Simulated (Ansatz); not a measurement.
## Electronic structure of Ga5H13O14 in real space

Input file:

```
crystal:
  periodic: [false, false, false]
  atoms:
    - {symbol: Ga, position_ang: [0.829909, -1.475028, -0.116121]}
    - {symbol: Ga, position_ang: [0.750220, 1.834031, -0.071977]}
    - {symbol: Ga, position_ang: [0.961450, -3.908366, 1.821284]}
    - {symbol: Ga, position_ang: [-1.628518, 0.070961, 1.297182]}
    - {symbol: Ga, position_ang: [0.334103, 2.193868, -2.881392]}
    - {symbol: O, position_ang: [0.074126, 3.358159, -1.374858]}
    - {symbol: O, position_ang: [0.597207, 2.823081, -4.543022]}
    - {symbol: O, position_ang: [0.943009, 2.798574, 1.468219]}
    - {symbol: O, position_ang: [0.982864, -1.069259, -1.904734]}
    - {symbol: O, position_ang: [-1.009905, -1.554662, 0.483266]}
    - {symbol: O, position_ang: [-3.397842, -0.067590, 1.623140]}
    - {symbol: O, position_ang: [-0.967923, 0.848953, -2.755627]}
    - {symbol: O, position_ang: [1.667220, 1.418401, -1.742949]}
    - {symbol: O, position_ang: [-1.124948, 1.219077, -0.151209]}
    - {symbol: O, position_ang: [-0.399542, 0.509925, 2.614200]}
    - {symbol: O, position_ang: [1.399824, 0.135606, 0.738990]}
    - {symbol: O, position_ang: [-0.842174, -3.678498, 1.977200]}
    - {symbol: O, position_ang: [1.703786, -2.942199, 0.531069]}
    - {symbol: O, position_ang: [1.713905, -5.091074, 2.931634]}
    - {symbol: H, position_ang: [-0.862041, 3.551238, -1.175105]}
    - {symbol: H, position_ang: [1.315223, 3.481608, -4.569286]}
    - {symbol: H, position_ang: [0.772415, 3.744806, 1.313603]}
    - {symbol: H, position_ang: [0.132003, -0.736382, -2.281479]}
    - {symbol: H, position_ang: [-1.186589, -2.379466, 1.037907]}
    - {symbol: H, position_ang: [-3.625474, 0.391400, 2.451850]}
    - {symbol: H, position_ang: [-1.590227, 0.796026, -3.502968]}
    - {symbol: H, position_ang: [1.637565, 0.395259, -1.855906]}
    - {symbol: H, position_ang: [-1.357532, 0.960663, -1.094828]}
    - {symbol: H, position_ang: [-0.164563, 1.468985, 2.578513]}
    - {symbol: H, position_ang: [0.949454, 0.174865, 1.650053]}
    - {symbol: H, position_ang: [-1.284307, -4.129395, 2.717932]}
    - {symbol: H, position_ang: [2.677300, -5.143548, 2.785385]}
basis:
  gaussian: {orbitals: def2-TZVP, fitting: {mean_field: def2-universal-jkfit}, initial_orbitals: start.molden}
hamiltonian: {xc: pbe0, dispersion: d4}
scf: {omitted_lower_state_checks: [starts]}
output: {orbitals: {seedname: orbitals}}
```

Launched as:

```sh
ansatz run in.yaml --threads 2 --pin off --events-out ev --progress --plain --max-ram 32768MiB --backend cuda --devices 0, --max-vram 18GiB
```

Geometry: PBE-D4/def2-SVP.

Computed with RKS PBE0-D4/def2-TZVP (Ansatz).

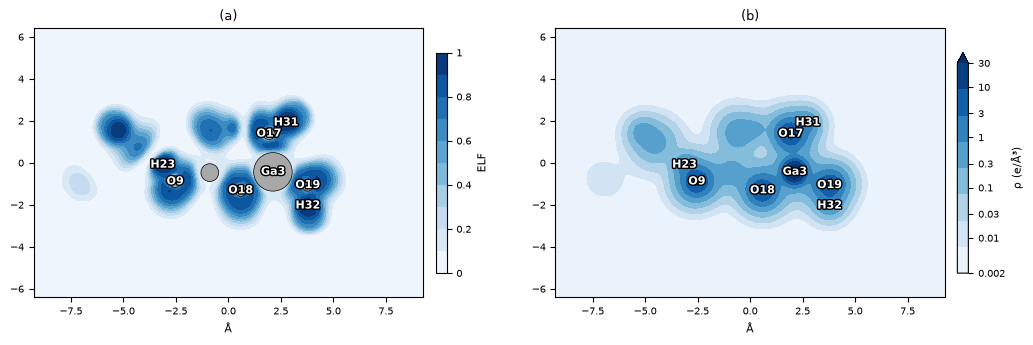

Figure 1. (a) electron localisation function; (b) electron density on the plane of atoms Ga3, O17 and H31. Grey discs cover the atomic cores in the ELF map.

Question: Read the bonding off the picture.

Answer:
- The section cuts through Ga, O and H sites.
- Ga–O (1.77 Å): ρ is about 0.94 e/Å³ halfway; the ELF peaks at about 0.80 in the valence shell of O, 0.6 Å from its nucleus, and is about 0.25 at the midpoint.
- O–H (0.97 Å): ρ at the midpoint is about 3.7 e/Å³; the ELF climbs to about 1 towards the hydrogen, as it does in any bond to H: a covalent bond by its length.
- Ga–O (1.82 Å): ρ at the midpoint is about 0.84 e/Å³; the ELF peaks at about 0.85 in the valence shell of O, 0.6 Å from its nucleus, and is about 0.25 at the midpoint.
- The ELF also peaks beside O18, O9, O19 and O10, away from the bonds: lone-pair regions.

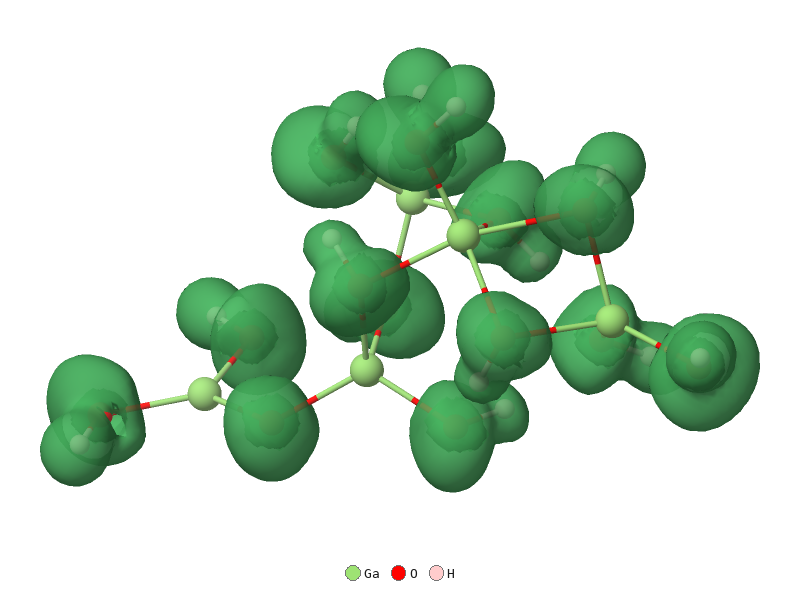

Figure 2. Isosurface of the electron localisation function at 0.75 (green), seen at a tilt. Only the valence region is drawn (cores and ρ < 0.01 e/Å³ removed).

Question: Where are the electrons localised?

Answer: The surface consists of one region wrapped around O (its valence shell) and 13 joined regions spread over several atoms (H, O), in which their bonds and any lone pairs are merged.

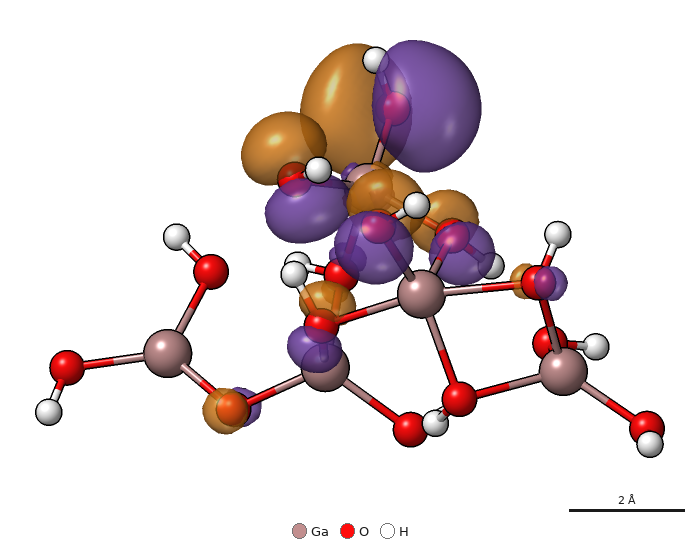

Figure 3. The HOMO−1 at ±0.08 Å⁻³ᐟ² (orange and purple are the two phases), seen at a tilt.

Question: What is the character of this orbital?

Answer: By Hirshfeld shares it lies mainly on O11 (about 60 %), O15 (about 10 %), Ga4 (about 5 %) and O8 (about 5 %). Its energy is −8.52 eV.
